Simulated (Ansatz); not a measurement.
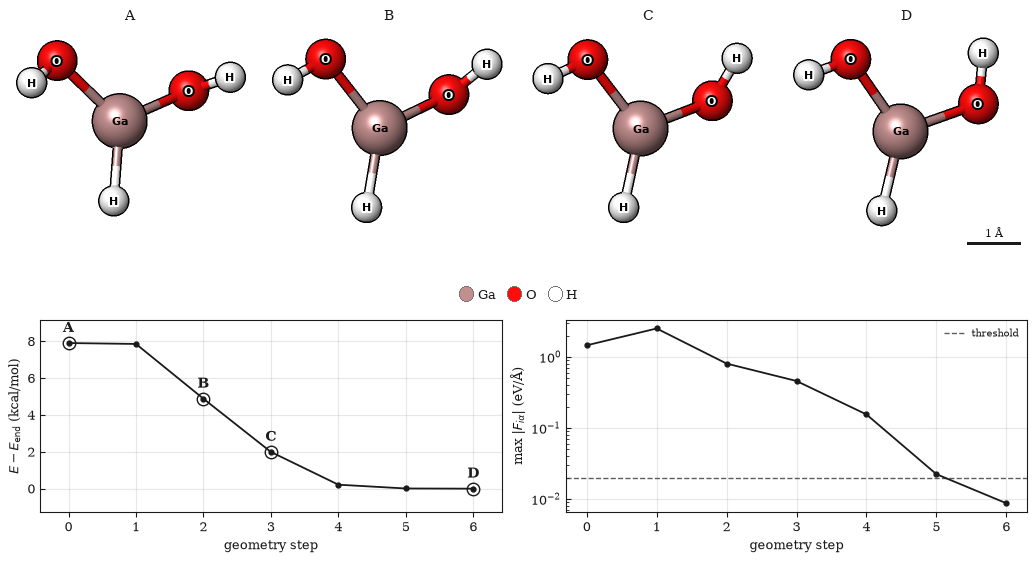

Frames of a relaxation of GaH3O2, marked on the history of the run. The picture is a ball-and-stick view, seen at a tilt.

The run prepares the start of a later molecular dynamics calculation, from a guessed geometry.

All numbers below come from RKS PBE-D4/def2-SVP in Ansatz.

The input:
```yaml
crystal:
  periodic: [false, false, false]
  atoms:
    - { symbol: Ga, position_ang: [0.0, 0.0, 0.0] }
    - { symbol: O, position_ang: [0.0, 0.0, 1.79] }
    - { symbol: H, position_ang: [-0.9095, -0.2814, 2.1271] }
    - { symbol: O, position_ang: [1.5501, 0.0, -0.895] }
    - { symbol: H, position_ang: [1.85, -0.9519, -1.0499] }
    - { symbol: H, position_ang: [-1.3596, 0.0, -0.785] }
basis:
  gaussian: { orbitals: def2-SVP }
hamiltonian:
  xc: pbe
  dispersion: d4
relax:
  f_tol: 0.02
  max_steps: 40
```

Command:
```bash
ansatz run input.yaml --threads 1 --pin off --max-ram 2048MiB --backend cpu --events-out ev --progress --plain --runs-dir out
```

What happens along the run?

Over 6 geometry steps the energy falls by 7.90 kcal/mol. Largest force component: 1.5 eV/Å at the start, 0.0087 eV/Å at the end. The atom that moves furthest after the best rigid fit is H5 (0.69 Å). Largest moves by element: H 0.69 Å, O 0.47 Å, Ga 0.24 Å. Near-neighbour distances that change, for instance: O2–H3 1.010 → 0.975 Å, O4–H5 1.010 → 0.976 Å, Ga1–O2 1.790 → 1.805 Å, Ga1–H6 1.570 → 1.561 Å. Bond angles that change, for instance: O2–Ga1–O4 120.0° → 112.8°, O2–Ga1–H6 120.0° → 126.8°, Ga1–O2–H3 109.5° → 112.3°. Groups turn about Ga1–O4 by about 90°. Cost: 13 s on 1 thread of Arm Neoverse V1 (shared host), peak memory 0.13 GiB. From step 0 to 2: H5 moves most (0.29 Å), energy −3.02 kcal/mol. From step 2 to 3: H5 moves most (0.20 Å), energy −2.89 kcal/mol. From step 3 to 6: H5 moves most (0.27 Å), energy −1.99 kcal/mol.

```json
{"step": "0", "E − E(0), kcal/mol": "0.00", "largest force component, eV/Å": "1.4580"}
{"step": "1", "E − E(0), kcal/mol": "-0.05", "largest force component, eV/Å": "2.5138"}
{"step": "2", "E − E(0), kcal/mol": "-3.02", "largest force component, eV/Å": "0.8060"}
{"step": "3", "E − E(0), kcal/mol": "-5.91", "largest force component, eV/Å": "0.4586"}
{"step": "4", "E − E(0), kcal/mol": "-7.69", "largest force component, eV/Å": "0.1552"}
{"step": "5", "E − E(0), kcal/mol": "-7.89", "largest force component, eV/Å": "0.0224"}
{"step": "6", "E − E(0), kcal/mol": "-7.90", "largest force component, eV/Å": "0.0087"}
```
